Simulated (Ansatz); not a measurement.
# InP (F-43m) at temperature and pressure, part 2 of 3

Aim: how pressure changes the thermal expansion of InP.

Ansatz 0.2.0; DFT RPBE, scalar-relativistic, plane waves, PAW.

So far. Step 2 (A first coarse run): The start is under 5.2 GPa at this level and looks like an insulator or semiconductor on this mesh. Step 5 (Relaxing to small residual forces and stress): The residual pressure is 0.0075 GPa, small enough for phonons.

The database entry behind the starting cell differs from later determinations by our own check (0.1 to 0.3 % short, probably kX units), so it need not match the best structure at ambient conditions.

## Step 6: Relaxation under pressure, pressure 5 GPa

The study at pressure needs a start near its own equilibrium, so the cell is first relaxed to that pressure.

input.yaml reads:

```yaml
crystal:
  lattice:
    - [0.0, 3.0086081966, 3.0086081966]
    - [3.0086081966, 0.0, 3.0086081966]
    - [3.0086081966, 3.0086081966, 0.0]
  atoms:
    - { symbol: In, position: [0.0, 0.0, 0.0] }
    - { symbol: P, position: [0.25, 0.25, 0.25] }
kpoints:
  mp_grid: { grid: [12, 12, 12] }
hamiltonian:
  xc: rpbe
scf:
  occupations: { method: fixed }
output:
  forces: true
  stress: true
  eigenvalues: true
  write_density: true
  write_potential: true
  elf: true
  volumetric_format: npy
relax:
  adjacent_minimum: "off"
  f_tol: 0.001
  max_steps: 60
  cell: { stress_tol: 0.05, p_target: 5.0 }
```

On the command line:

```
ansatz run input.yaml --threads 4 --pin off --max-ram 8192MiB --backend cpu --events-out ev --progress --plain --runs-dir out
```

Numbers of over 12 decimals in the logs are rounded to 6 here.

What it wrote:

```text
[...]
Crystal: 2 atoms, lattice volume = 54.466 Å³
Basis set: ecut = 420 eV, 1067 PW (Γ), exchange–correlation on 60×60×60 points (8 copies of the dense FFT grid, shifted against one another)
Bands: 13, of which v1, the nominal top of the filled ones, is band 9 counted from 1 (8 counted from 0)
Symmetry: 24 space group operations
[...]
k-points: 72 of 1728 (time reversal used)
[...]
SCF iter   1: F=—  HF=-6365.720070 eV  |F-HF|=—  |Δ(HF+E_count)|=         —  Δρ=3.01e-3  dr2=3.78e-3  ethr=1.77e-3  ⟨swp⟩=5.0  Hψ=4934  notcnv=0  defer=129
[...]
SCF iter   6: F=-6365.718045 eV  HF=-6365.718045 eV  |F-HF|=1.06e-7  |Δ(HF+E_count)|=   1.14e-6  Δρ=6.21e-6  dr2=1.93e-8  ethr=5.56e-10  ⟨swp⟩=13.5  Hψ=8910  notcnv=0
SCF 1 converged in 6 iterations: F = -6365.718045 eV  dr2 = 1.93e-8
[...]
relax step   1: F+E_penalty+E_count = -6365.71804500 eV  Δ(F+E_penalty+E_count) = +0.000e0 eV  max|allowed force component| = 2.498e-16 eV/Å  Δτ_max = 0.0000 Å  P = +0.007 GPa  Ω = 54.466 Å³  (6 SCF iters, dr2 threshold 1.00e-7 eV, accepted)
Crystal: 2 atoms, lattice volume = 48.728 Å³
Basis set: ecut = 420 eV, 941 PW (Γ), exchange–correlation on 60×60×60 points (8 copies of the dense FFT grid, shifted against one another)
[...]
SCF iter   6: F=-6365.592387 eV  HF=-6365.592387 eV  |F-HF|=1.30e-9  |Δ(HF+E_count)|=   2.17e-6  Δρ=3.38e-6  dr2=5.29e-9  ethr=1.11e-9  ⟨swp⟩=14.5  Hψ=9166  notcnv=0
SCF 2 converged in 6 iterations: F = -6365.592387 eV  dr2 = 5.29e-9
  Residual-converged pass: ⟨swp⟩=1.1  Hψ=1229  notcnv=0  max |occ|·‖R‖ = 7.0e-9 eV (tolerance 1.0e-8 eV)  dr2=5.29e-9  dr2_onsite=1.04e-10  max |Δocc| = 0.0e0
relax step   2: F+E_penalty+E_count = -6365.59238660 eV  Δ(F+E_penalty+E_count) = +1.257e-1 eV  max|allowed force component| = 1.226e-16 eV/Å  Δτ_max = 0.0000 Å  P = +7.873 GPa  Ω = 48.728 Å³  energy of the carried Pulay correction = +1.382e-3 eV  (6 SCF iters, dr2 threshold 2.00e-7 eV, accepted)
Crystal: 2 atoms, lattice volume = 50.677 Å³
Basis set: ecut = 420 eV, 965 PW (Γ), exchange–correlation on 60×60×60 points (8 copies of the dense FFT grid, shifted against one another)
[...]
SCF iter   5: F=-6365.667464 eV  HF=-6365.667464 eV  |F-HF|=3.03e-7  |Δ(HF+E_count)|=   3.19e-6  Δρ=1.50e-5  dr2=8.85e-8  ethr=1.11e-9  ⟨swp⟩=14.5  Hψ=9864  notcnv=0
SCF 3 converged in 5 iterations: F = -6365.667464 eV  dr2 = 8.85e-8
[...]
relax step   3: F+E_penalty+E_count = -6365.66746434 eV  Δ(F+E_penalty+E_count) = -7.508e-2 eV  max|allowed force component| = 6.245e-17 eV/Å  Δτ_max = 0.0000 Å  P = +4.654 GPa  Ω = 50.677 Å³  energy of the carried Pulay correction = +8.953e-4 eV  (5 SCF iters, dr2 threshold 2.00e-7 eV, accepted)
[...]
relax step   4: F+E_penalty+E_count = -6365.66098497 eV  Δ(F+E_penalty+E_count) = +6.479e-3 eV  max|allowed force component| = 7.633e-17 eV/Å  Δτ_max = 0.0000 Å  P = +4.982 GPa  Ω = 50.460 Å³  energy of the carried Pulay correction = +9.486e-4 eV  (4 SCF iters, dr2 threshold 2.00e-7 eV, accepted)
[...]
SCF iter   6: F=-6365.660055 eV  HF=-6365.660055 eV  |F-HF|=7.28e-12  |Δ(HF+E_count)|=  2.39e-10  Δρ=1.01e-7  dr2=3.40e-12  ethr=1.00e-12  ⟨swp⟩=11.8  Hψ=6631  notcnv=0
SCF 5 converged in 6 iterations: F = -6365.660055 eV  dr2 = 3.40e-12
relax step   5: F+E_penalty+E_count = -6365.66005519 eV  Δ(F+E_penalty+E_count) = +9.298e-4 eV  max|allowed force component| = 7.864e-17 eV/Å  Δτ_max = 0.0000 Å  P = +4.979 GPa  Ω = 50.460 Å³  stress off target by 2.10e-2 GPa  SCF on the basis re-selected at this cell (its energy is not comparable with the rows above)  (6 SCF iters)
[...]
SCF converged after 6 iterations
Free energy (F): -6365.660055 eV
[...]
Internal energy: -6365.660055 eV  (E = F + TS)
E sigma→0 (E₀):  -6365.660055 eV
Fermi energy:    7.063658 eV
[...]
--- Stress (GPa, compression-positive) ---
        4.978992      -0.000000      -0.000000
       -0.000000       4.978992       0.000000
       -0.000000       0.000000       4.978992
  P = ⅓ Tr σ = 4.9790 GPa (49.790 kbar)
--- Band table (eV; the first three rows and the last of 72) ---
  k-point 0: bands = [... 5 lower, -4.4042, 7.0637, 7.0637, 7.0637, 7.9014, 11.2082, 11.2082, 11.2082]
  k-point 1: bands = [... 5 lower, -4.3248, 6.1894, 6.9770, 6.9770, 8.5265, 11.2525, 11.3403, 11.3403]
  k-point 2: bands = [... 5 lower, -4.0935, 4.9270, 6.7639, 6.7639, 8.9599, 11.6426, 11.6431, 11.6431]
  k-point 71: bands = [... 5 lower, -1.9766, 1.5241, 4.1574, 4.2039, 11.4486, 11.4781, 12.7192, 13.3859]
--- Relaxed structure (4 steps of the walk, 4 accepted, 1 SCFs on fresh bases) ---
[...]
cell:  # Å, volume = 50.4602 Å³
    - [0, 2.932961, 2.932961]
    - [2.932961, 0, 2.932961]
    - [2.932961, 2.932961, 0]
  atoms:
    - { symbol: In, position: [0, 0, 0] }
    - { symbol: P, position: [0.250000, 0.250000, 0.250000] }
```

Run time: 9.3 s. Hardware: 4 threads of Intel Xeon Platinum 8488C (Sapphire Rapids), shared host; peak memory 0.49 GiB; 35 s of CPU time.

Relaxation path:

| step | energy less that of the first step (eV) | largest force component (eV/Å) | pressure (GPa) | volume (Å³) |
| --- | --- | --- | --- | --- |
| 1 | 0.0000 | 0.0000 | 0.01 | 54.47 |
| 2 | 0.1257 | 0.0000 | 7.87 | 48.73 |
| 3 | 0.0506 | 0.0000 | 4.65 | 50.68 |
| 4 | 0.0571 | 0.0000 | 4.98 | 50.46 |
| 5* | 0.0580 | 0.0000 | 4.98 | 50.46 |

Relaxation steps marked * repeat the geometry before them on a plane-wave basis chosen anew for their cell, so energy and pressure can jump there.

Forces are held to the 24 operations that the run works with; a distortion that breaks them can't arise in this run.

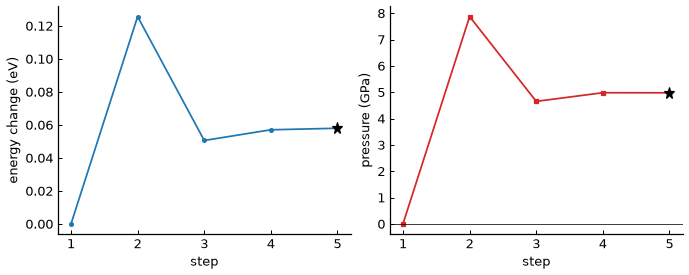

Energy and pressure along the relaxation. Stars mark steps on a basis chosen anew.

| conventional cell, symmetrised | before | after | change |
| --- | --- | --- | --- |
| a (Å) | 6.017 | 5.866 | -2.5 % |
| b (Å) | 6.017 | 5.866 | -2.5 % |
| c (Å) | 6.017 | 5.866 | -2.5 % |
| volume (Å³/atom) | 27.23 | 25.23 | -7.4 % |

Final coordinates:

```xyz
2
Lattice="0.0000 2.9330 2.9330 2.9330 0.0000 2.9330 2.9330 2.9330 0.0000" Properties=species:S:1:pos:R:3 pbc="T T T"
In    0.0000    0.0000    0.0000
P     1.4665    1.4665    1.4665
```

This step gave:

* pressure: 4.979 GPa
* gap on the k-mesh: 0.8378 eV
* volume per atom: 25.23 Å³

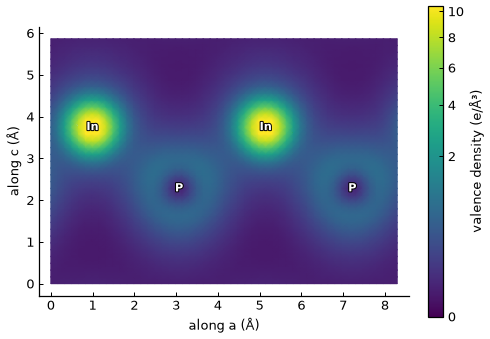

Valence density in the ac plane of a cell with a along [110], b along [-110] and c along [001] of the cube at fractional y = 0.000, with atoms of In and P within 0.2 Å of it. It is the smooth field of the valence electrons, not physical close to the nuclei. The map starts off the cell's origin, so that atoms lie inside it. The colour scale is stretched toward low values.

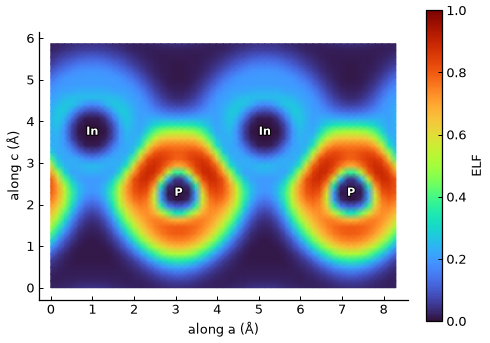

ELF in the ac plane of a cell with a along [110], b along [-110] and c along [001] of the cube at fractional y = 0.000, with atoms of In and P within 0.2 Å of it. It is the smooth field of the valence electrons, not physical close to the nuclei. The map starts off the cell's origin, so that atoms lie inside it.

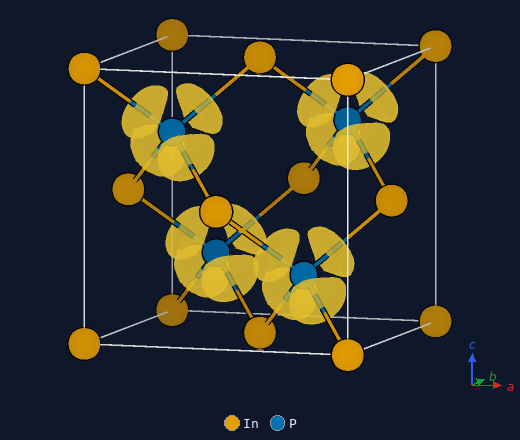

Surface of ELF = 0.81. Bonds to atoms that aren't drawn are left out.

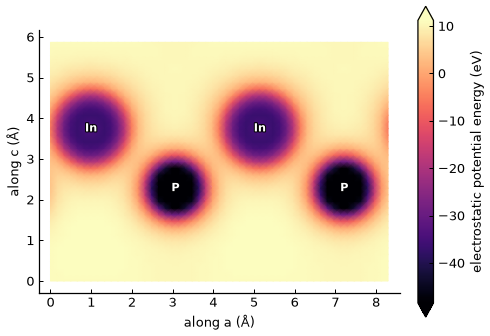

Electrostatic potential energy in the ac plane of a cell with a along [110], b along [-110] and c along [001] of the cube at fractional y = 0.000, with atoms of In and P within 0.2 Å of it. With pseudopotentials it is smooth inside the atoms' cores, unlike the true potential. The map starts off the cell's origin, so that atoms lie inside it.

## Step 7: The quasi-harmonic study

The study relaxes the crystal at several strains, solves the phonons on some of them and minimises the free energy at each temperature (static energy, vibrations, the electrons in a metal, and PV under a set pressure); the q-mesh sets how far the force constants reach.

input.yaml, the sections that differ from step 6:

```yaml
crystal:
  lattice:
    - [0.0, 2.9329613379, 2.9329613379]
    - [2.9329613379, 0.0, 2.9329613379]
    - [2.9329613379, 2.9329613379, 0.0]
  atoms:
    - { symbol: In, position: [0.0, 0.0, 0.0] }
    - { symbol: P, position: [0.25, 0.25, 0.25] }
output:
  eigenvalues: true
phonons:
  method: dfpt
  qmesh: [4, 4, 4]
  temperatures: { t_max: 800.0, t_step: 50 }
  thermal_expansion: { pressure: 5.0 }
# kpoints, hamiltonian, scf: as in step 6
# relax: removed
```

What it wrote:

```text
Warning: phonons: the dynamical matrix that this run interpolates holds no multipole term above the dipole-dipole one, and a site of this crystal is no centre of inversion, so its interpolated transverse optical and acoustic branches and sound speeds can stay off near Gamma, and the density of states and the thermodynamics with them. What a run solves at a wave vector of phonons.qpoints, Gamma apart, where the deck admits one, is free of this, and under fd what a larger phonons.supercell samples
[...]
Crystal: 2 atoms, lattice volume = 50.460 Å³
Basis set: ecut = 487.2 eV, 1243 PW (Γ), exchange–correlation on 60×60×60 points (8 copies of the dense FFT grid, shifted against one another)
Bands: 13, of which v1, the nominal top of the filled ones, is band 9 counted from 1 (8 counted from 0)
Symmetry: 24 space group operations
[...]
k-points: 72 of 1728 (time reversal used)
[...]
SCF iter   1: F=—  HF=-6365.664318 eV  |F-HF|=—  |Δ(HF+E_count)|=         —  Δρ=3.21e-3  dr2=4.17e-3  ethr=1.77e-3  ⟨swp⟩=5.3  Hψ=4996  notcnv=0  defer=135
[...]
SCF iter   9: F=-6365.662109 eV  HF=-6365.662109 eV  |F-HF|=4.55e-12  |Δ(HF+E_count)|=  4.82e-11  Δρ=1.29e-7  dr2=5.44e-12  ethr=1.00e-12  ⟨swp⟩=10.4  Hψ=6394  notcnv=0
SCF 1 converged in 9 iterations: F = -6365.662109 eV  dr2 = 5.44e-12
[...]
relax step   1: F+E_penalty+E_count = -6365.66210850 eV  Δ(F+E_penalty+E_count) = +0.000e0 eV  max|allowed force component| = 2.591e-16 eV/Å  Δτ_max = 0.0000 Å  (9 SCF iters, accepted)
SCF converged after 9 iterations
Free energy (F): -6365.662109 eV
[...]
Internal energy: -6365.662109 eV  (E = F + TS)
E sigma→0 (E₀):  -6365.662109 eV
Fermi energy:    7.063328 eV
[...]
--- Stress (GPa, compression-positive) ---
        4.973733       0.000000      -0.000000
        0.000000       4.973733       0.000000
       -0.000000       0.000000       4.973733
  P = ⅓ Tr σ = 4.9737 GPa (49.737 kbar)
--- Band table (eV; the first three rows and the last of 72) ---
  k-point 0: bands = [... 5 lower, -4.4043, 7.0633, 7.0633, 7.0633, 7.9011, 11.2081, 11.2081, 11.2081]
  k-point 1: bands = [... 5 lower, -4.3250, 6.1891, 6.9766, 6.9766, 8.5261, 11.2523, 11.3401, 11.3401]
  k-point 2: bands = [... 5 lower, -4.0937, 4.9268, 6.7636, 6.7636, 8.9596, 11.6422, 11.6429, 11.6429]
  k-point 71: bands = [... 5 lower, -1.9769, 1.5240, 4.1572, 4.2038, 11.4482, 11.4777, 12.7188, 13.3855]
── thermal expansion: 3 new cells, 3 in all ──
thermal expansion: relaxation of cell 2
thermal expansion: relaxation of cell 3
── thermal expansion: 2 new cells, 5 in all ──
thermal expansion: relaxation of cell 4
thermal expansion: lower-state search of cell 4
thermal expansion: electrons of cell 4
thermal expansion: phonons of cell 4
thermal expansion: relaxation of cell 5
thermal expansion: electrons of cell 1
thermal expansion: electrons of cell 2
thermal expansion: electrons of cell 3
thermal expansion: electrons of cell 5
thermal expansion: phonons of cell 5
── thermal expansion: 5 new cells, 10 in all ──
thermal expansion: relaxation of cell 6
thermal expansion: relaxation of cell 7
thermal expansion: relaxation of cell 8
thermal expansion: relaxation of cell 9
thermal expansion: relaxation of cell 10
thermal expansion: electrons of cell 6
thermal expansion: electrons of cell 7
thermal expansion: electrons of cell 8
thermal expansion: electrons of cell 9
thermal expansion: electrons of cell 10
thermal expansion: phonons of cell 6
thermal expansion: phonons of cell 7
--- Relaxed structure (1 steps of the walk, 1 accepted, 0 SCFs on fresh bases) ---
  F+E_penalty+E_count = -6365.66210850 eV   max|allowed force component| = 2.591e-16 eV/Å
  atoms:
    - { symbol: In, position: [0.0, 0.0, 0.0] }
    - { symbol: P, position: [0.25, 0.25, 0.25] }
--- Thermal expansion: 10 cells in 3 rounds, 5 GPa ---
  no lower state was reached at cell 4
  without vibrations: a 4.14736, b 4.14736, c 4.14736 Å, V 50.4429 Å³, B 76.79 GPa
  at 0 K: a 4.15213, b 4.15213, c 4.15213 Å, V 50.6172 Å³, B 75.93 GPa
  zero-point expansion: a +0.115, b +0.115, c +0.115, V +0.345 %
      T/K        a/Å        b/Å        c/Å       V/Å³ | expansion of a, b, c, V (1e-6/K)   | that of V in the mean from 25 °C | C_P, C_V (J/mol K of the cell) | B_T, B_S (GPa)
     0.00    4.15213    4.15213    4.15213    50.6172 |    0.00    0.00    0.00    0.00 |    3.49 |     0.000     0.000 |    75.93    75.93
   100.00    4.15186    4.15186    4.15186    50.6071 |    0.01    0.01    0.01    0.04 |    6.25 |    26.582    26.582 |    75.55    75.55
   200.00    4.15241    4.15241    4.15241    50.6273 |    2.33    2.33    2.33    6.99 |    8.57 |    40.154    40.132 |    74.73    74.77
   298.15    4.15357    4.15357    4.15357    50.6699 |    3.26    3.26    3.26    9.78 |       - |    44.998    44.934 |    73.84    73.94
   350.00    4.15430    4.15430    4.15430    50.6967 |    3.53    3.53    3.53   10.58 |   10.20 |    46.279    46.191 |    73.36    73.50
   450.00    4.15585    4.15585    4.15585    50.7532 |    3.87    3.87    3.87   11.60 |   10.82 |    47.720    47.586 |    72.43    72.63
   550.00    4.15750    4.15750    4.15750    50.8139 |    4.09    4.09    4.09   12.27 |   11.28 |    48.507    48.325 |    71.50    71.76
   650.00    4.15924    4.15924    4.15924    50.8776 |    4.26    4.26    4.26   12.78 |   11.65 |    48.991    48.762 |    70.57    70.90
   750.00    4.16104    4.16104    4.16104    50.9438 |    4.41    4.41    4.41   13.22 |   11.96 |    49.320    49.040 |    69.65    70.04
   800.00    4.16197    4.16197    4.16197    50.9777 |    4.47    4.47    4.47   13.42 |   12.11 |    49.449    49.143 |    69.19    69.62
  the static fit leaves 0.001 meV an atom of the energies and, of the stresses, 0.000 GPa of each cell's largest along a strain (root mean squares over the cells), whose Pulay part it has at -0.016 GPa
  vibrations' free energy: its fit passes through its cells
  the electrons' free energy at temperature is in it; its fit leaves 0.0000 meV an atom at the most
  free energies summed between the sampled wave vectors
  estimated error of the fitted expansion in any direction: up to 0.015e-6/K, at 600 K, with few degrees of freedom (an estimate, not a bound: it was exceeded on models of known expansion)
  by sums over the sampled wave vectors an expansion of the volume parts by up to 0.99e-6/K
  by a static energy of one degree less an expansion of the volume parts by up to 0.00e-6/K
  the FFT grids of the static calculations differ: 30 × 30 × 30, 32 × 32 × 32
  band gaps on the cells' k-points are 0.666 to 1.002 eV
```

It took 24 min on 4 threads; peak memory 3.3 GiB; 1.5 h of CPU time.

Numbers from this step:

* pressure: 4.974 GPa
* volume expansion coefficient at 298 K: 9.775 1e-6/K
* C_P at 298 K: 22.50 J/mol-atom/K
* entropy at 298 K: 32.17 J/mol-atom/K
* isothermal bulk modulus at 298 K: 73.84 GPa
* Grüneisen parameter at 298 K: 0.4902
* volume at 298 K: 25.34 Å³/atom
* principal linear expansion coefficients at 298 K: 3.258, 3.258, 3.258 1e-6/K

Strained cells of the study; zero-point energy where phonons were solved; the pressures are stresses at a fixed cutoff and can carry an offset from the finite basis. Expansion cells, by row:

| cell | \|a\| (Å) | \|b\| (Å) | \|c\| (Å) | V (Å³/atom) | E - E_lowest (meV/atom) | pressure, compression positive (GPa) | gap (eV) | zero-point energy (meV/atom) |
| --- | --- | --- | --- | --- | --- | --- | --- | --- |
| 1 | 4.148 | 4.148 | 4.148 | 25.23 | 19.13 | 4.958 | 0.8378 | - |
| 2 | 4.181 | 4.181 | 4.181 | 25.84 | 3.569 | 3.217 | 0.7068 | - |
| 3 | 4.115 | 4.115 | 4.115 | 24.63 | 41.15 | 6.887 | 0.9682 | - |
| 4 | 4.148 | 4.148 | 4.148 | 25.23 | 19.22 | 4.967 | 0.8384 | 38.64 |
| 5 | 4.168 | 4.168 | 4.168 | 25.61 | 8.732 | 3.856 | 0.7565 | 38.02 |
| 6 | 4.157 | 4.157 | 4.157 | 25.4 | 14.02 | 4.439 | 0.8002 | 38.35 |
| 7 | 4.177 | 4.177 | 4.177 | 25.76 | 5.222 | 3.431 | 0.7237 | 37.77 |
| 8 | 4.106 | 4.106 | 4.106 | 24.48 | 47.88 | 7.414 | 1.002 | - |
| 9 | 4.127 | 4.127 | 4.127 | 24.85 | 32.24 | 6.152 | 0.9201 | - |
| 10 | 4.191 | 4.191 | 4.191 | 26.03 | 0 | 2.714 | 0.6662 | - |

Quasi-harmonic; a, b, c are the run's own cell vectors. Expansion, by row:

| T (K) | a (Å) | b (Å) | c (Å) | alpha (deg) | beta (deg) | gamma (deg) | cell volume (Å³/cell) | alpha_a (1e-6/K) | alpha_b (1e-6/K) | alpha_c (1e-6/K) | alpha_V (1e-6/K) | C_P (J/mol-atom/K) | C_V (J/mol-atom/K) | S (J/mol-atom/K) | B_T (GPa) | B_S (GPa) | Grueneisen | extrapolation | fit error (1e-6/K) |
| --- | --- | --- | --- | --- | --- | --- | --- | --- | --- | --- | --- | --- | --- | --- | --- | --- | --- | --- | --- |
| 0 | 4.152 | 4.152 | 4.152 | 60 | 60 | 60 | 50.62 | 0 | 0 | 0 | 0 | 0 | 0 | 0 | 75.93 | 75.93 | - | 0 | 0 |
| 50 | 4.152 | 4.152 | 4.152 | 60 | 60 | 60 | 50.61 | -1.16 | -1.16 | -1.16 | -3.48 | 7.537 | 7.536 | 4.89 | 75.83 | 75.84 | -0.534 | 0 | 0 |
| 100 | 4.152 | 4.152 | 4.152 | 60 | 60 | 60 | 50.61 | 0.01 | 0.01 | 0.01 | 0.04 | 13.29 | 13.29 | 11.95 | 75.55 | 75.55 | 0.004 | 0 | 0 |
| 150 | 4.152 | 4.152 | 4.152 | 60 | 60 | 60 | 50.61 | 1.41 | 1.41 | 1.41 | 4.24 | 17.52 | 17.52 | 18.2 | 75.17 | 75.18 | 0.277 | 0 | 0 |
| 200 | 4.152 | 4.152 | 4.152 | 60 | 60 | 60 | 50.63 | 2.33 | 2.33 | 2.33 | 6.99 | 20.08 | 20.07 | 23.63 | 74.73 | 74.77 | 0.397 | 0 | 0 |
| 250 | 4.153 | 4.153 | 4.153 | 60 | 60 | 60 | 50.65 | 2.9 | 2.9 | 2.9 | 8.7 | 21.59 | 21.57 | 28.28 | 74.28 | 74.36 | 0.457 | 0 | 0.01 |
| 298.1 | 4.154 | 4.154 | 4.154 | 60 | 60 | 60 | 50.67 | 3.26 | 3.26 | 3.26 | 9.78 | 22.5 | 22.47 | 32.17 | 73.84 | 73.94 | 0.49 | 0 | 0.01 |
| 300 | 4.154 | 4.154 | 4.154 | 60 | 60 | 60 | 50.67 | 3.27 | 3.27 | 3.27 | 9.81 | 22.53 | 22.49 | 32.31 | 73.82 | 73.93 | 0.491 | 0 | 0.01 |
| 350 | 4.154 | 4.154 | 4.154 | 60 | 60 | 60 | 50.7 | 3.53 | 3.53 | 3.53 | 10.58 | 23.14 | 23.09 | 35.83 | 73.36 | 73.5 | 0.513 | 0 | 0.01 |
| 400 | 4.155 | 4.155 | 4.155 | 60 | 60 | 60 | 50.72 | 3.72 | 3.72 | 3.72 | 11.15 | 23.56 | 23.5 | 38.95 | 72.89 | 73.06 | 0.528 | 0 | 0.01 |
| 450 | 4.156 | 4.156 | 4.156 | 60 | 60 | 60 | 50.75 | 3.87 | 3.87 | 3.87 | 11.6 | 23.86 | 23.79 | 41.74 | 72.43 | 72.63 | 0.539 | 0 | 0.01 |
| 500 | 4.157 | 4.157 | 4.157 | 60 | 60 | 60 | 50.78 | 3.99 | 3.99 | 3.99 | 11.96 | 24.08 | 24 | 44.27 | 71.96 | 72.2 | 0.548 | 0 | 0.01 |
| 550 | 4.157 | 4.157 | 4.157 | 60 | 60 | 60 | 50.81 | 4.09 | 4.09 | 4.09 | 12.27 | 24.25 | 24.16 | 46.57 | 71.5 | 71.76 | 0.555 | 0 | 0.01 |
| 600 | 4.158 | 4.158 | 4.158 | 60 | 60 | 60 | 50.85 | 4.18 | 4.18 | 4.18 | 12.54 | 24.39 | 24.29 | 48.69 | 71.03 | 71.33 | 0.561 | 0 | 0.02 |
| 650 | 4.159 | 4.159 | 4.159 | 60 | 60 | 60 | 50.88 | 4.26 | 4.26 | 4.26 | 12.78 | 24.5 | 24.38 | 50.65 | 70.57 | 70.9 | 0.567 | 0 | 0.01 |
| 700 | 4.16 | 4.16 | 4.16 | 60 | 60 | 60 | 50.91 | 4.34 | 4.34 | 4.34 | 13.01 | 24.59 | 24.46 | 52.46 | 70.11 | 70.47 | 0.572 | 0 | 0.01 |
| 750 | 4.161 | 4.161 | 4.161 | 60 | 60 | 60 | 50.94 | 4.41 | 4.41 | 4.41 | 13.22 | 24.66 | 24.52 | 54.16 | 69.65 | 70.04 | 0.576 | 0 | 0.01 |
| 800 | 4.162 | 4.162 | 4.162 | 60 | 60 | 60 | 50.98 | 4.47 | 4.47 | 4.47 | 13.42 | 24.73 | 24.57 | 55.76 | 69.19 | 69.62 | 0.58 | 0 | 0.01 |

Expansion coefficient against temperature; values in 1e-6/K:

| temperature (K) | volume | principal 1 |
| --- | --- | --- |
| 0 | 0 | 0 |
| 50 | -3.48 | -1.16 |
| 100 | 0.04 | 0.01 |
| 150 | 4.24 | 1.41 |
| 200 | 6.99 | 2.33 |
| 250 | 8.7 | 2.9 |
| 298 | 9.78 | 3.26 |
| 300 | 9.81 | 3.27 |
| 350 | 10.6 | 3.53 |
| 400 | 11.2 | 3.72 |
| 450 | 11.6 | 3.87 |
| 500 | 12.0 | 3.99 |
| 550 | 12.3 | 4.09 |
| 600 | 12.5 | 4.18 |
| 650 | 12.8 | 4.26 |
| 700 | 13.0 | 4.34 |
| 750 | 13.2 | 4.41 |
| 800 | 13.4 | 4.47 |

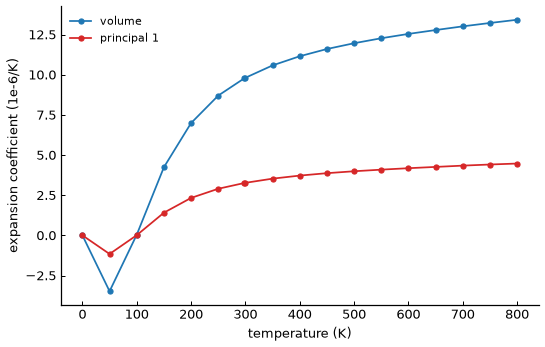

Expansion coefficient against temperature.

At 298 K the volume expansion is 9.78 × 10⁻⁶/K and B_T is 73.8 GPa. The program raised the cutoff to 487.2 eV by itself: with no cutoff typed, the study takes about 1.16 times the default for its relaxations and scales it with the volume for the phonons.

[end of part 2 of 3]

[Logs are printed without paths, hosts, clocks, repeated set-up lines and the standing remarks that a program may print on its own settings, such as how far it seeks lower states.]

[Hosts, paths, dates, database ids (printed as entryN), source tags and the programs' standing remarks are cut or masked in the printed files.]

[A step with changed settings may run another functional than the one named; its input shows which.]

[Pressures of single members of a volume series are the stress at the run's cutoff; with an incomplete basis they can lie off −dE/dV of the same runs, and they are not shown converged.]
